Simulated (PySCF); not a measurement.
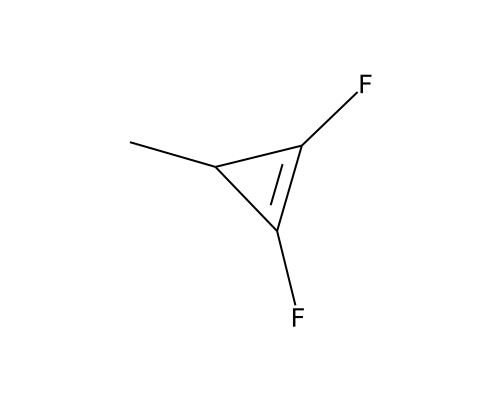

Skeletal drawing of a molecule.

**Give its SMILES.**

CC1C(F)=C1F

**Give the formula, hydrogens included.**

C4H4F2.

**An optimisation with GFN2-xTB gave a structure of which point group?**

Cs.

More results for the same structure follow; atom numbers are the same in all pictures, views and colours differ. Computed geometry: GFN2-xTB optimisation. No frequency run is at hand to confirm it as a minimum.

**Shape**

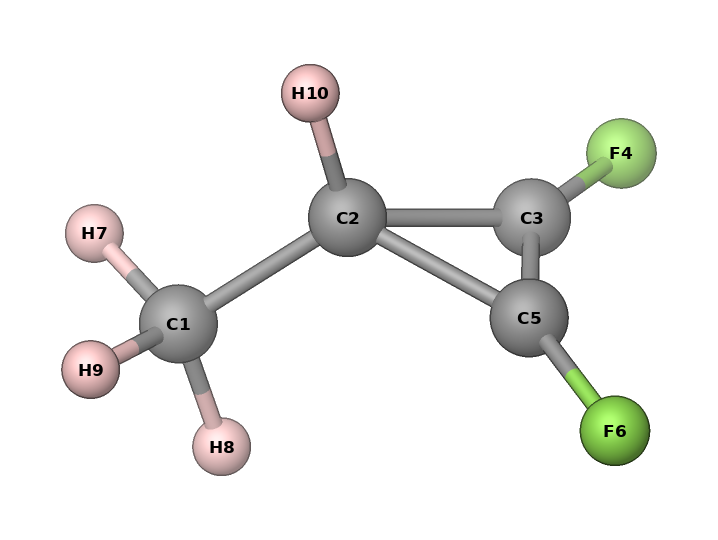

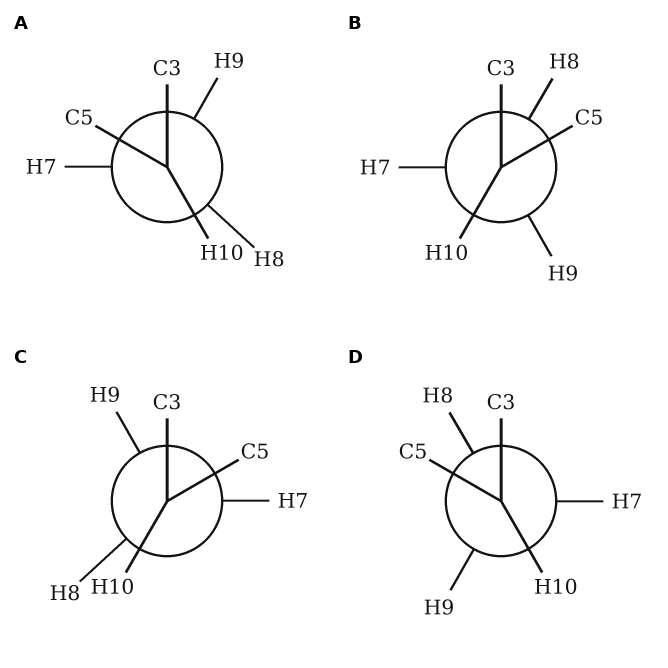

Distant atoms are faded towards the background colour. Bonds that would overlap in a projection are set slightly apart. No frequency run is at hand to confirm it as a minimum.

**Which Newman projection shows the view along C2–C1, with C2 in front?**

B. The torsion angle C3–C2–C1–H7 is −90°, about perpendicular.

**Spin–spin coupling**

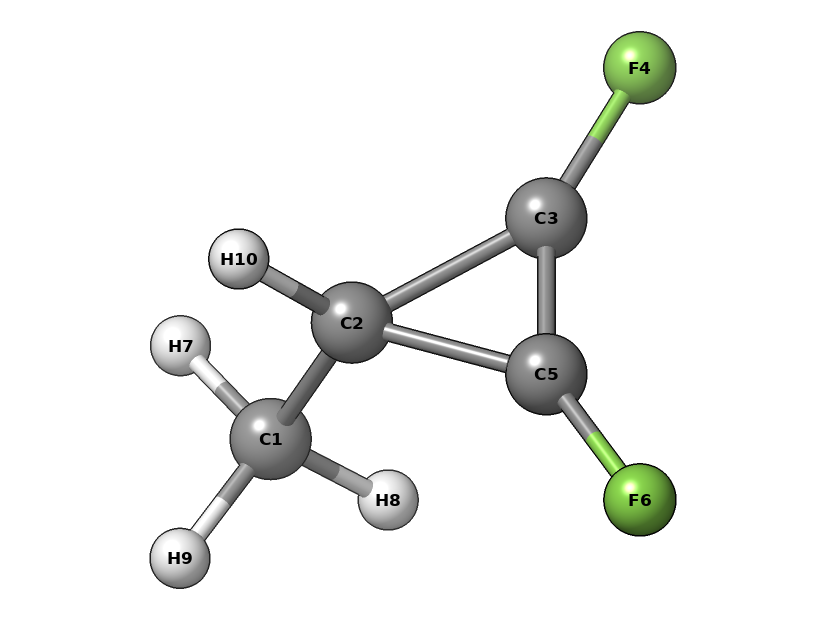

No frequency run is at hand to confirm it as a minimum. Properties computed with B3LYP/pcJ-1 indirect spin-spin coupling, non-relativistic, gas phase (PySCF 2.14.0). Isotopes: 13C, 19F, 1H.

Give the spin–spin coupling constants of these pairs, with the number of bonds between them: C3/F4, C5/F6, C2/F6, C2/F4, C3/F6, F4/C5, F4/F6, F4/H10, F6/H10.

| pair | bonds apart | J (Hz) |
| --- | --- | --- |
| C3, F4 | 1 | −522.7 |
| C5, F6 | 1 | −522.7 |
| C2, F6 | 2 | 17.5 |
| C2, F4 | 2 | 17.5 |
| C3, F6 | 2 | −32.8 |
| F4, C5 | 2 | −32.9 |
| F4, F6 | 3 | 2.0 |
| F4, H10 | 3 | −0.9 |
| F6, H10 | 3 | −0.9 |

Density functionals are unreliable for couplings to fluorine, so those rows may be far off.

**Excitation**

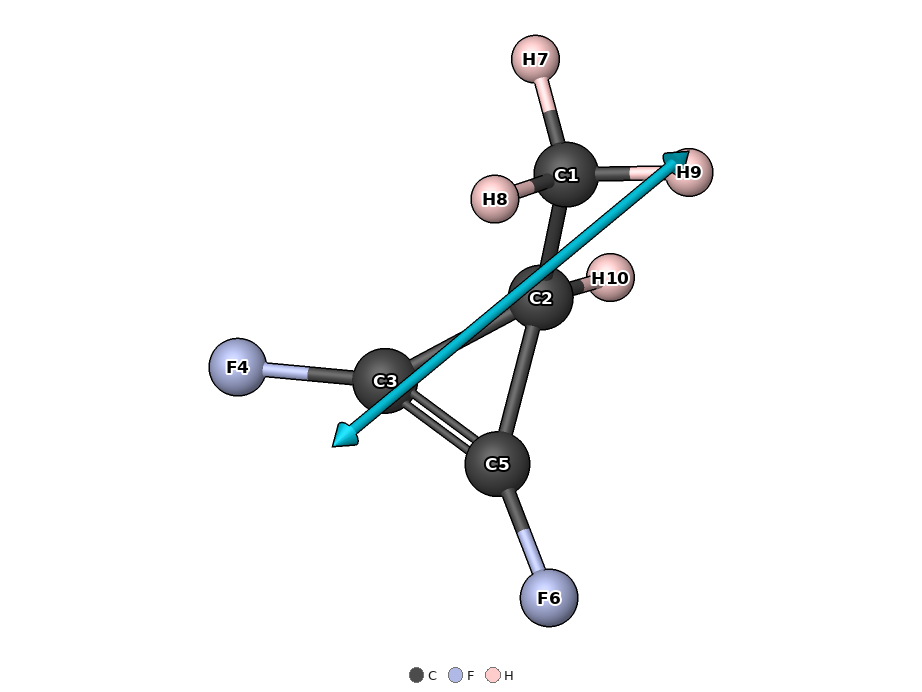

The double arrow shows the direction of the transition dipole to excited singlet state 4 (its length means nothing). No frequency run is at hand to confirm it as a minimum. Method: TDDFT CAM-B3LYP/def2-SVPD, vertical, gas phase, core orbitals frozen in the response (PySCF 2.14.0).

**Give its energy, strength and character.**

7.95 eV (156 nm), oscillator strength 0.053, of mixed character, with the largest part HOMO → LUMO+2 (weight 0.49); transition dipole 1.33 D.

**NMR shielding**

The questions are on isotropic NMR shieldings of the H atoms. No frequency run is at hand to confirm it as a minimum. Method: GIAO PBE0/pcSseg-1 NMR shielding, non-relativistic, gas phase (PySCF 2.14.0).

List the isotropic NMR shieldings of the H atoms.

```json
{"atom": "H7", "σ (ppm)": "29.94"}
{"atom": "H8", "σ (ppm)": "30.88"}
{"atom": "H9", "σ (ppm)": "29.94"}
{"atom": "H10", "σ (ppm)": "28.24"}
```
